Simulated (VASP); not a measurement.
# MnCuAs: the relaxed cell at several levels, part 4 of 7

Wanted: equilibrium cells of MnCuAs at many levels, with their cost. The start is a computed cell from the Materials Project.

VASP 6.6.1, plane waves and PAW; the level of theory is named at each step.

Still holding for the runs below: The k-mesh is coarse for a metal.

So far. Step 6 (Magnetic order: antiferromagnetic, q = (1/2, 1/2, 0)): The energy lies -22.8 meV an atom from the first pattern. The run ends antiferromagnetic with a largest moment of 3.20 μB, and the mesh shows no gap. Step 7 (The orders side by side): The session goes on in the lowest magnetic state found: antiferromagnetic. The next one lies 15.9 meV an atom higher.

## Step 8: Relaxation with LDA

This step: LDA, spin-polarised from an antiferromagnetic start; plane waves and PAW (Mn_pv, Cu, As) (VASP 6.6.1).

System of this step: MnCuAs. The structure is tetragonal, space group P4/nmm (No. 129). Conventional cell: a = 3.699 Å, b = 3.699 Å, c = 6.408 Å, α = 90.00°, β = 90.00°, γ = 90.00°. Nearest to Mn lie 5 As at 2.49 to 2.64 Å and 4 Cu at 2.84 Å. Cu has 4 As at 2.56 Å and 4 Cu at 2.62 Å and 4 Mn at 2.84 Å nearest. Nearest to As lie 5 Mn at 2.49 to 2.64 Å and 4 Cu at 2.56 Å. Farther neighbours are not listed.

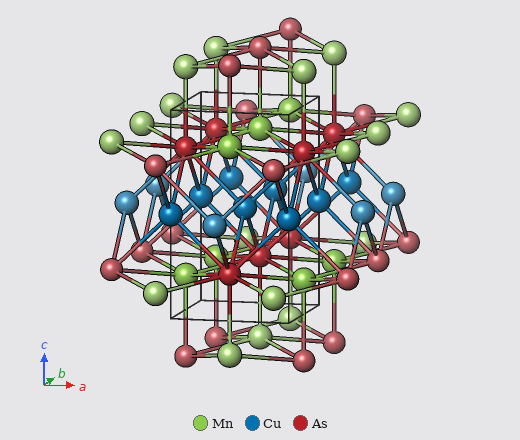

The cell of this step (manganese green, copper blue, arsenic red). 1×2×1 cells are drawn. Some periodic images of atoms are drawn too.

Properties are meant for the cell that this level of theory prefers, so cell and atoms are relaxed first (ISIF = 3) until forces and stress are small; EDIFFG sets the threshold.

Contents of INCAR:

```
SYSTEM = MnCuAs
PREC = Accurate
ENCUT = 520
EDIFF = 1E-06
NELM = 100
ISMEAR = -1
SIGMA = 0.05
LREAL = .FALSE.
ALGO = Normal
GGA = CA
NBANDS = 38
ISPIN = 2
MAGMOM = 3.21 -3.21 0 -0 0.01 -0.01
LASPH = .TRUE.
LMAXMIX = 4
LORBIT = 11
LWAVE = .FALSE.
LCHARG = .FALSE.
KPAR = 8
IBRION = 2
NSW = 60
ISIF = 3
EDIFFG = -0.01
```

Contents of POSCAR:

```
MnCuAs
1.0
    3.6994910000      0.0000000000      0.0000000000
    0.0000000000      3.6994910000      0.0000000000
    0.0000000000      0.0000000000      6.4084220000
Mn Cu As
2 2 2
Direct
    0.0000000000      0.5000000000      0.1640200000
    0.5000000000      0.0000000000      0.8359800000
    0.0000000000      0.0000000000      0.5000000000
    0.5000000000      0.5000000000      0.5000000000
    0.0000000000      0.5000000000      0.7762460000
    0.5000000000      0.0000000000      0.2237540000
```

Contents of KPOINTS:

```
Automatic mesh
0
Gamma
5 5 3
0 0 0
```

PAW data sets: Mn_pv, Cu and As (PBE family, release 64).

On the command line:

```console
$ mpirun -np 8 vasp_std
```

Numbers of over 12 decimals in the logs are rounded to 6 here.

The log of the run:

```text
[... set-up lines as in an earlier step ...]
 entering main loop
       N       E                     dE             d eps       ncg     rms          rms(c)
DAV:   1     0.557769801104E+03    0.55777E+03   -0.29382E+04  1984   0.205E+03
DAV:   2     0.898195356368E+01   -0.54879E+03   -0.53217E+03  1842   0.484E+02
DAV:   3    -0.419867697943E+02   -0.50969E+02   -0.47134E+02  2044   0.164E+02
DAV:   4    -0.447739893576E+02   -0.27872E+01   -0.27504E+01  2658   0.384E+01
DAV:   5    -0.448424208933E+02   -0.68432E-01   -0.68327E-01  2240   0.614E+00    0.198E+01
DAV:   6    -0.430432173770E+02    0.17992E+01   -0.70778E+01  2538   0.137E+02    0.160E+01
DAV:   7    -0.399613579112E+02    0.30819E+01   -0.16589E+01  2130   0.596E+01    0.592E+00
DAV:   8    -0.399037813374E+02    0.57577E-01   -0.22696E+00  2920   0.266E+01    0.361E+00
DAV:   9    -0.398790472622E+02    0.24734E-01   -0.42244E-01  2820   0.911E+00    0.186E+00
DAV:  10    -0.398673012893E+02    0.11746E-01   -0.44885E-02  2646   0.307E+00    0.921E-01
DAV:  11    -0.398655410569E+02    0.17602E-02   -0.16941E-02  2852   0.282E+00    0.375E-01
DAV:  12    -0.398657204372E+02   -0.17938E-03   -0.63643E-03  3136   0.918E-01    0.828E-02
DAV:  13    -0.398657763967E+02   -0.55960E-04   -0.36674E-04  2412   0.157E-01    0.395E-02
DAV:  14    -0.398657735985E+02    0.27983E-05   -0.29735E-05  2932   0.128E-01    0.122E-02
DAV:  15    -0.398657747602E+02   -0.11617E-05   -0.60551E-06  2378   0.260E-02    0.817E-03
DAV:  16    -0.398657748398E+02   -0.79618E-07   -0.65739E-07  1116   0.165E-02
   1 F= -.39865775E+02 E0= -.39856911E+02  d E =-.398658E+02  mag=     0.0000
 curvature:   0.00 expect dE= 0.000E+00 dE for cont linesearch  0.000E+00
 trial: gam= 0.00000 g(F)=  0.250E-01 g(S)=  0.103E+01 ort = 0.000E+00 (trialstep = 0.100E+01)
 search vector abs. value=  0.105E+01
 bond charge predicted
       N       E                     dE             d eps       ncg     rms          rms(c)
DAV:   1    -0.695260470899E+02   -0.29660E+02   -0.40741E+02  2000   0.280E+02    0.521E+01
DAV:   2    -0.526288420982E+02    0.16897E+02   -0.30114E+02  2344   0.268E+02    0.290E+01
DAV:   3    -0.433648953072E+02    0.92639E+01   -0.98881E+01  1978   0.107E+02    0.175E+01
DAV:   4    -0.406379755627E+02    0.27269E+01   -0.13603E+01  3028   0.616E+01    0.863E+00
DAV:   5    -0.403797555448E+02    0.25822E+00   -0.16038E+00  2762   0.171E+01    0.522E+00
DAV:   6    -0.402919700301E+02    0.87786E-01   -0.72966E-01  2426   0.619E+00    0.166E+00
DAV:   7    -0.402889161521E+02    0.30539E-02   -0.10865E-01  2432   0.227E+00    0.671E-01
DAV:   8    -0.402883207533E+02    0.59540E-03   -0.95956E-03  2676   0.136E+00    0.329E-01
DAV:   9    -0.402883495428E+02   -0.28790E-04   -0.29789E-03  2768   0.727E-01    0.109E-01
DAV:  10    -0.402883374987E+02    0.12044E-04   -0.30113E-04  3056   0.311E-01    0.449E-02
DAV:  11    -0.402883452194E+02   -0.77207E-05   -0.51087E-05  2140   0.612E-02    0.226E-02
DAV:  12    -0.402883462441E+02   -0.10247E-05   -0.11509E-05  2168   0.269E-02    0.840E-03
DAV:  13    -0.402883458783E+02    0.36579E-06   -0.24615E-06  1148   0.163E-02
   2 F= -.40288346E+02 E0= -.40278697E+02  d E =-.422571E+00  mag=     0.0000
[... from here on, the cycles between the ionic steps are left out ...]
   3 F= -.40324350E+02 E0= -.40315825E+02  d E =-.458576E+00  mag=     0.0000
   4 F= -.40372549E+02 E0= -.40363579E+02  d E =-.481982E-01  mag=    -0.0000
   5 F= -.40384025E+02 E0= -.40374373E+02  d E =-.596747E-01  mag=    -0.0000
   6 F= -.40404513E+02 E0= -.40394941E+02  d E =-.204876E-01  mag=    -0.0000
   7 F= -.40404520E+02 E0= -.40394948E+02  d E =-.204948E-01  mag=    -0.0000
   8 F= -.40405442E+02 E0= -.40395576E+02  d E =-.922513E-03  mag=     0.0000
   9 F= -.40405473E+02 E0= -.40395651E+02  d E =-.953131E-03  mag=    -0.0000
  10 F= -.40405764E+02 E0= -.40396112E+02  d E =-.290654E-03  mag=    -0.0000
 trial-energy change:   -0.000291  1 .order   -0.000278   -0.000430   -0.000126
 step:   1.4119(harm=  1.5212)  dis= 0.00410  next Energy=   -40.405784 (dE=-0.311E-03)
 bond charge predicted
       N       E                     dE             d eps       ncg     rms          rms(c)
DAV:   1    -0.404055751613E+02    0.18944E-03   -0.11473E-02  3072   0.240E+00    0.104E-01
DAV:   2    -0.404058239231E+02   -0.24876E-03   -0.33617E-03  2176   0.500E-01    0.559E-02
DAV:   3    -0.404058149911E+02    0.89320E-05   -0.29220E-04  2528   0.235E-01    0.457E-02
DAV:   4    -0.404057997696E+02    0.15221E-04   -0.51692E-05  2596   0.163E-01    0.195E-02
DAV:   5    -0.404057956295E+02    0.41401E-05   -0.11197E-05  2590   0.496E-02    0.796E-03
DAV:   6    -0.404057953158E+02    0.31373E-06   -0.15396E-06  1008   0.269E-02
  11 F= -.40405795E+02 E0= -.40396197E+02  d E =-.322200E-03  mag=     0.0000
 curvature:  -0.91 expect dE=-0.299E-04 dE for cont linesearch -0.739E-05
 trial: gam=-0.10451 g(F)=  0.911E-05 g(S)=  0.239E-04 ort = 0.643E-04 (trialstep = 0.114E+01)
 search vector abs. value=  0.251E-04
 reached required accuracy - stopping structural energy minimisation
```

It took 71 s on 8 MPI ranks of Intel Xeon 6975P-C (Granite Rapids), shared host; peak memory 2.1 GiB; 9.2 min of CPU time.

OUTCAR, selected parts (step 8):

```text
   k-points           NKPTS =     12   k-points in BZ     NKDIM =     12   number of bands    NBANDS=     38

   ENCUT  =  520.0 eV  38.22 Ry    6.18 a.u.   6.88  6.88 11.92*2*pi/ulx,y,z

   NELECT =      58.0000    total number of electrons

 E-fermi :   9.0051

 spin component 1
 k-point     1 :       0.0000    0.0000    0.0000
  band No.  band energies     occupation
    ...
     26       7.1969      1.00000
     27       7.9877      1.00000
     28       8.0058      1.00000
     29       8.5810      0.99979
     30       8.5810      0.99979
     31       9.0736      0.20239
     32      11.0191      0.00000
     33      11.0861      0.00000
     34      11.0861      0.00000
     35      12.2326      0.00000
    ...

 k-point     2 :       0.2000    0.0000    0.0000
  band No.  band energies     occupation
    ...
     25       6.9663      1.00000
     26       7.4382      1.00000
     27       7.4795      1.00000
     28       8.3568      1.00000
     29       8.7668      0.99155
     30       9.1115      0.10628
     31       9.7091      0.00000
     32       9.9285      0.00000
     33      11.0224      0.00000
     34      11.6289      0.00000
    ...

  Total        0.0285813      0.0285813      0.0366663      0.0000000      0.0000000      0.0000000
  in kB        0.5972372      0.5972372      0.7661839      0.0000000      0.0000000      0.0000000
  external PRESSURE =       0.6535528 kB  Pullay stress =       0.0000000 kB

 POSITION                                       TOTAL-FORCE (eV/Angst)
 -----------------------------------------------------------------------------------
      0.00000      1.74697      0.92713        -0.000000     -0.000000     -0.002372
      1.74697      0.00000      5.35367         0.000000      0.000000      0.002372
      0.00000      0.00000      3.14040         0.000000      0.000000      0.000000
      1.74697      1.74697      3.14040         0.000000     -0.000000      0.000000
      3.49394      1.74697      4.89539        -0.000000     -0.000000     -0.009423
      1.74697      0.00000      1.38541         0.000000      0.000000      0.009423
 -----------------------------------------------------------------------------------
    total drift:                                0.000000      0.000000      0.000000

  FREE ENERGIE OF THE ION-ELECTRON SYSTEM (eV)
  ---------------------------------------------------
  free  energy   TOTEN  =       -40.4057953158 eV

  energy  without entropy=      -40.3865993999  energy(sigma->0) =      -40.39619736

 reached required accuracy - stopping structural energy minimisation

 magnetization (x)
# of ion       s       p       d       tot
------------------------------------------
    1        0.024   0.027   2.514   2.565
    2       -0.024  -0.027  -2.514  -2.565
    3        0.000   0.000   0.000   0.000
    4        0.000   0.000   0.000   0.000
    5       -0.006   0.017  -0.004   0.007
    6        0.006  -0.017   0.004  -0.007
--------------------------------------------------
tot          0.000   0.000   0.000   0.000

[... 4 parts as in an earlier step ...]

[... 11 further parts left out ...]
```

The magnetic order is the lowest of the few collinear ones that converged above; longer or canted patterns were not tried. After so large a change of volume the plane waves of the start cell no longer fit, so the final stress carries a basis-set error. The run keeps the 16 symmetry operations of its start, so it cannot find a distortion of lower symmetry.

The steps of the relaxation:

```csv
step,energy less that of the first step (eV),largest force (eV/Å),pressure (GPa),volume (Å³)
1,0.0000,0.5044,-11.91,87.71
2,-0.4226,0.6670,5.09,74.63
3,-0.4586,0.6735,0.40,77.13
4,-0.5068,0.3057,0.54,76.71
5,-0.5183,0.3269,0.79,76.39
6,-0.5387,0.0780,-0.47,76.92
7,-0.5387,0.0744,-0.44,76.92
8,-0.5397,0.0402,0.27,76.52
9,-0.5397,0.0432,0.16,76.58
10,-0.5400,0.0116,0.02,76.65
11,-0.5400,0.0094,0.07,76.67
```

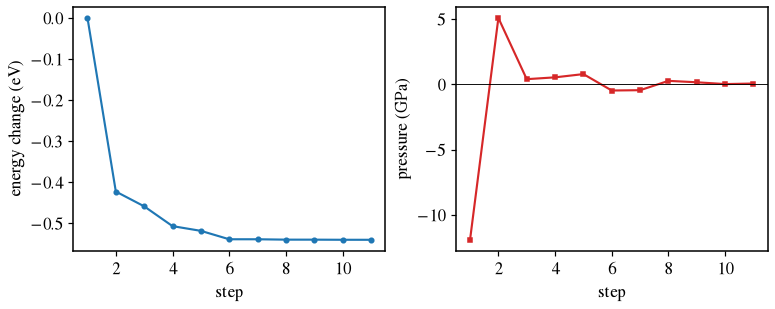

Energy and pressure along the relaxation.

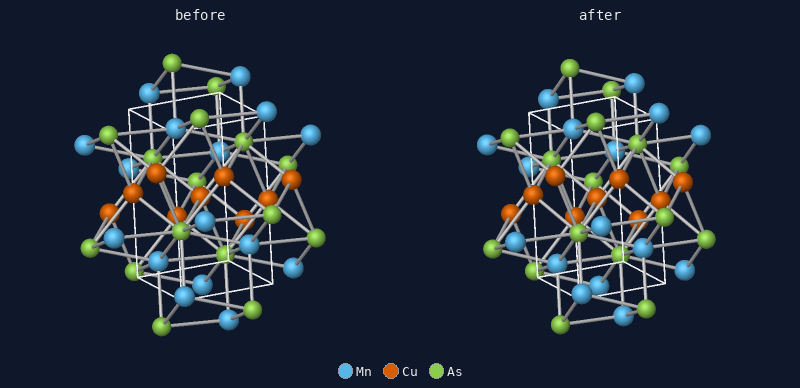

The structure before and after the relaxation, drawn at the same scale.

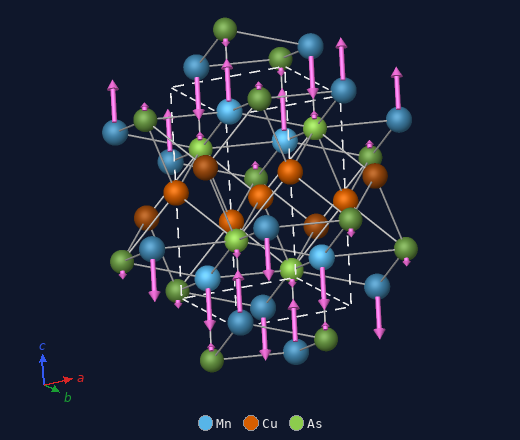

Displacements in the relaxation, exaggerated, measured against the changing cell; the longest in the cell stands for 0.10 Å. Some periodic images of atoms are drawn too.

```csv
"conventional cell, symmetrised",before,after,change
a (Å),3.699,3.494,-5.6 %
b (Å),3.699,3.494,-5.6 %
c (Å),6.408,6.281,-2.0 %
volume (Å³/atom),14.62,12.78,-12.6 %
```

The atoms that moved most (Å, as changes of fractional coordinates times the final cell):

```csv
atom,dx,dy,dz,length
Mn1,0.000,0.000,-0.103,0.103
Mn2,0.000,0.000,0.103,0.103
As5,0.000,0.000,0.020,0.020
As6,0.000,0.000,-0.020,0.020
```

Final coordinates:

```xyz
6
Lattice="3.4939 0.0000 0.0000 0.0000 3.4939 0.0000 0.0000 0.0000 6.2808" Properties=species:S:1:pos:R:3 pbc="T T T"
Mn    0.0000    1.7470    0.9271
Mn    1.7470    0.0000    5.3537
Cu    0.0000    0.0000    3.1404
Cu    1.7470    1.7470    3.1404
As    0.0000    1.7470    4.8954
As    1.7470    0.0000    1.3854
```

Numbers from this step:

```yaml
electrons: 58
bands: 38
irreducible_k_points: 12
symmetry_operations: 16
free_energy_toten: -40.41 eV
energy_at_zero_smearing: -40.40 eV
fermi_energy: 9.005 eV
pressure: 0.06536 GPa
scf_cycles_over_all_ionic_steps: 103
```

Spin moment in the PAW sphere by atom:

```csv
atom,spin moment in the PAW sphere (μB)
Mn1,2.56
Mn2,-2.56
Cu3,0.00
Cu4,0.00
As5,0.01
As6,-0.01
```

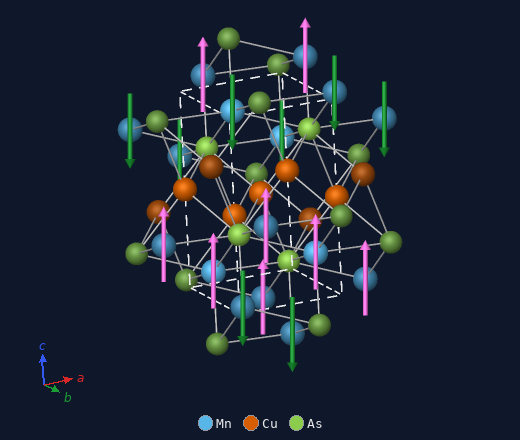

Spin moment in the PAW sphere as arrows, the longest 2.56 μB. Up and down stand for the sign. Arrows give size and sign along the axis of quantisation, drawn up and down the page. The two directions have two colours. Some periodic images of atoms are drawn too.

It ends with a largest force of 0.009 eV/Å and a pressure of 0.07 GPa. The conventional cell has a = 3.494 and c = 6.281 Å. The largest moment is 2.56 μB.

[end of part 4 of 7]

[Lines on the potential files, build, host, timing and source positions are cut from VASP's logs without a mark.]

[Logs are printed without paths, hosts, clocks, repeated set-up lines and the standing remarks that a program may print on its own settings, such as how far it seeks lower states.]

[Hosts, paths, dates, database ids (printed as entryN), source tags and the programs' standing remarks are cut or masked in the printed files.]

[A measured line is paired with the nearest computed mode of its activity, which favours agreement.]
